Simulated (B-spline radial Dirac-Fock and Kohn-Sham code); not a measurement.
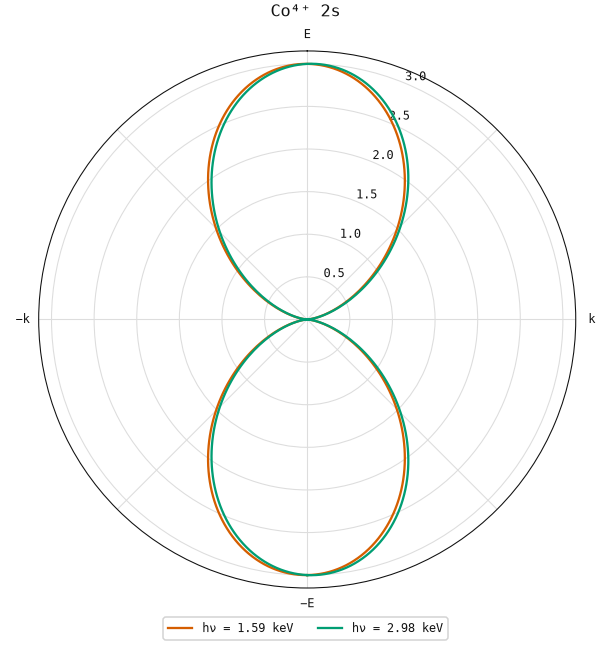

Angular distribution of photoelectrons from L1 (2s) in the plane of the polarisation E (up) and the photon direction k (right), relative to an isotropic one. Species: cobalt in charge state +4 (Co⁴⁺). Level of theory: a Dirac–Hartree–Slater potential; 1 + βP₂(cos θ) + (δ + γ cos²θ) sin θ cos φ with E1 and E1–E2 terms; calculated with a radial B-spline solver. Open shells are averaged over j.

Is the pattern at 2.98 keV symmetric between forward and backward?

Answer. No: 45° forward of E it is 1.1 times the value 45° backward, from the non-dipole terms.

What are β, γ and δ at 2.98 keV?

Answer. β = 1.999, γ = 0.143, δ = 0.000.
